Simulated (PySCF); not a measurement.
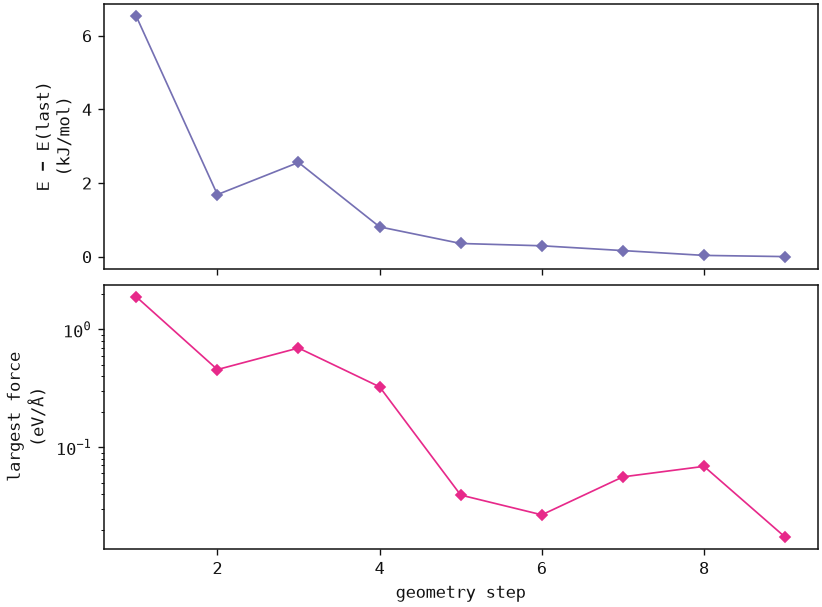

History of a geometry optimisation.

ethanimine (SMILES [H]/N=C\C); PBE0-D3(BJ)/def2-SVP, geometry optimisation in PySCF 2.14.0, density fitting.

How did it end, and what did it gain?

The optimisation met its thresholds at geometry 9, counting the start as the first. The energy fell by about 6.5 kJ/mol from the first step to the last, with a rise at step 3. The largest force goes from about 1.9 eV/Å at the start to 0.017 eV/Å at the end.
